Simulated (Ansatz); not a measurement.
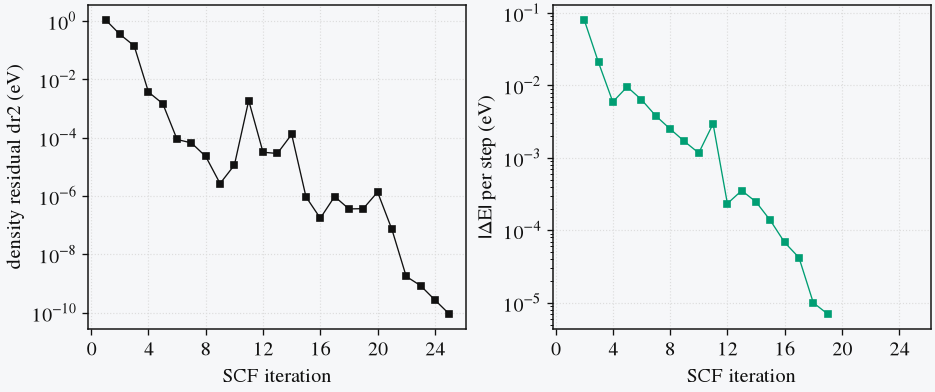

The plot shows the SCF iterations of a calculation: density residual dr2, step-to-step change of the Harris–Foulkes energy. Energy differences below 3 × 10⁻⁶ eV aren't drawn. dr2 is the charge part; the magnetisation has a residual of its own.

MgTiN (P-6m2, 3 atoms in the cell); Ansatz 0.2.0, DFT PBE, scalar-relativistic, plane waves, PAW; cutoff 420 eV, 6×6×6 k-mesh, Gaussian smearing of 0.1 eV, collinear spins.

### Was self-consistency reached?

Converged, in 25 iterations. The residual falls unevenly and jumps up by a factor of two or more 5 times on the way down, most sharply at step 11 (by a factor of about 200). The program keeps the magnetisation out of the quasi-Newton mixer until iteration 9 and then restarts the mixer with it. The program put off closing at iteration 21, as the moment had not settled.

### What is the residual at the start and at the end?

It starts near 1 and ends near 9 × 10⁻¹¹ eV.
